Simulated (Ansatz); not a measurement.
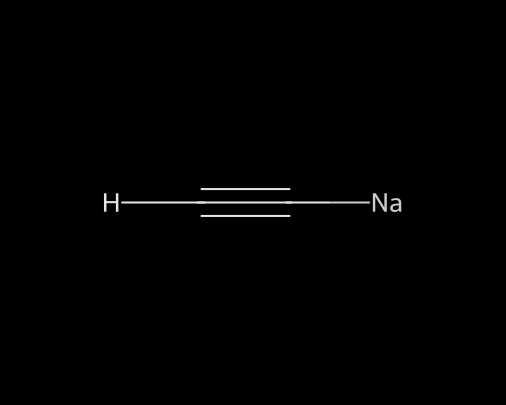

Skeletal drawing of a molecule.

Transcribe the drawing into SMILES.

C#[C][Na]

Give the formula, hydrogens included.

C2HNa.

An optimisation with PBE0-D4/def2-TZVP gave a structure of which point group?

C∞v.

The parts below concern this one geometry. Atoms keep their numbers from picture to picture. Computed geometry: PBE0-D4/def2-TZVP optimisation.

## Levels of theory compared

Program: Ansatz 0.2.0.

Compare vertical IP (eV) at these levels: B2PLYP (frozen core)/def2-TZVPP; B3LYP-D4/def2-TZVPP; CCSD(T)/CBS (from def2-TZVPP and def2-QZVPP); PBE-D4/def2-TZVPP; PBE0-D4/def2-TZVPP; r2SCAN-D4/def2-TZVPP; ωB97M-V/def2-TZVPP; ωB97X-V/def2-TZVPP.

| level | vertical IP (eV) |
| --- | --- |
| B2PLYP (frozen core)/def2-TZVPP | 8.39 |
| B3LYP-D4/def2-TZVPP | 8.41 |
| CCSD(T)/CBS (from def2-TZVPP and def2-QZVPP) | 8.49 |
| PBE-D4/def2-TZVPP | 8.50 |
| PBE0-D4/def2-TZVPP | 8.31 |
| r2SCAN-D4/def2-TZVPP | 8.28 |
| ωB97M-V/def2-TZVPP | 8.30 |
| ωB97X-V/def2-TZVPP | 8.28 |

## Vibrations

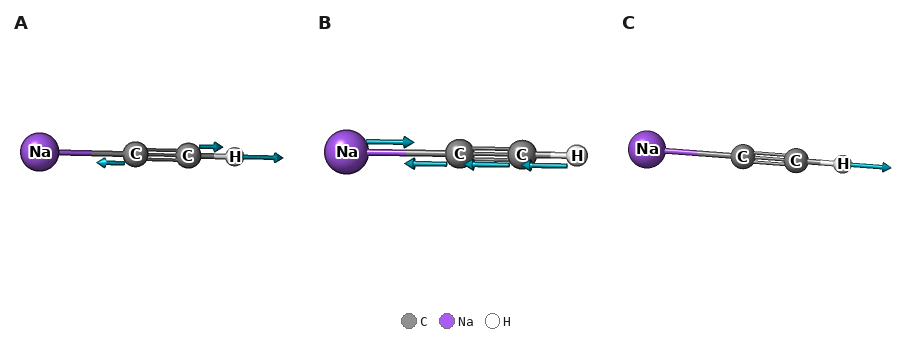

3 normal modes of one molecule or complex, as arrows. Harmonic vibrations computed with RKS PBE0-D4/def2-TZVP (Ansatz 0.2.0) at a stationary point of the same level.

Match the panels to the wavenumbers 394 cm⁻¹, 2028 cm⁻¹, 3437 cm⁻¹.

A: 2028 cm⁻¹, C–C stretching
B: 394 cm⁻¹, C–Na stretching
C: 3437 cm⁻¹, C–H stretching

## Thermal motion

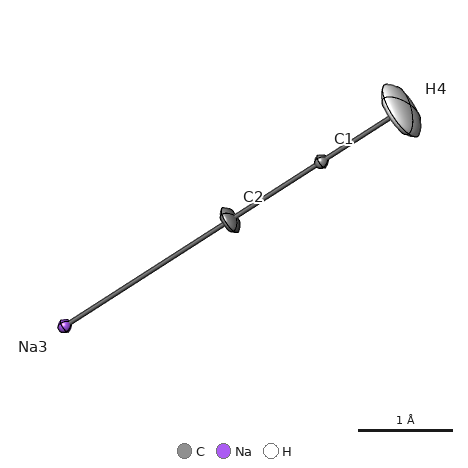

Displacement ellipsoids at the 50 % level, from the internal vibrations of the free molecule (harmonic, no overall translation or rotation; no half-axis is drawn under 0.075 Å). Vibrations computed with RKS PBE0-D4/def2-TZVP (Ansatz 0.2.0). Temperature: 100 K.

Which atom moves most?

H4, with U_eq = 0.0313 Å².

Does H4 move more along its bond or across it?

Across it: the root-mean-square amplitude is 0.077 Å along the bond and up to 0.210 Å across, since bending and torsion are softer than stretching.

Give the displacement parameters, one line for each set of equivalent atoms.

```csv
atom,U_eq (Å²),rms amplitudes (Å)
C1,0.0021,"0.035, 0.051, 0.051"
C2,0.0070,"0.034, 0.100, 0.100"
Na3,0.00061,"0.021, 0.021, 0.031"
H4,0.0313,"0.077, 0.210, 0.210"
```

## Dipole moment

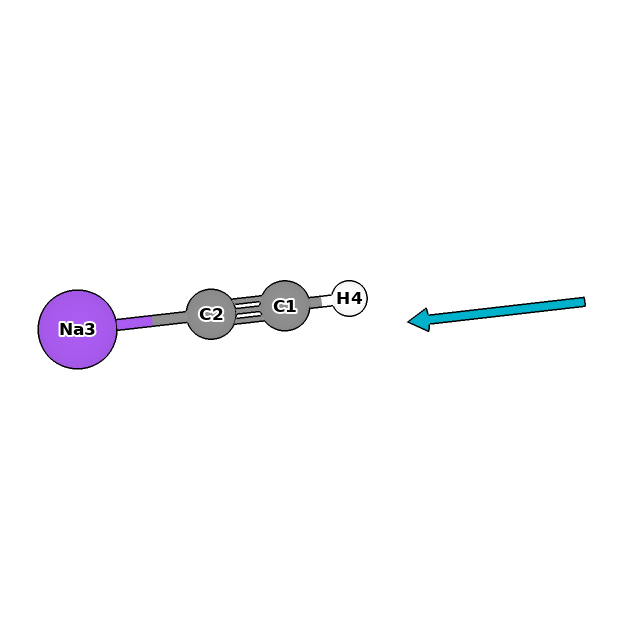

The arrow beside the molecule shows the direction of the dipole moment, from the negative to the positive end (its length means nothing). Properties computed with RKS ωB97M-V/def2-TZVPP (Ansatz 0.2.0).

Estimate the dipole moment.

7.61 D; it points from the side of H4 to the side of Na3 (the outermost atoms at the two ends).
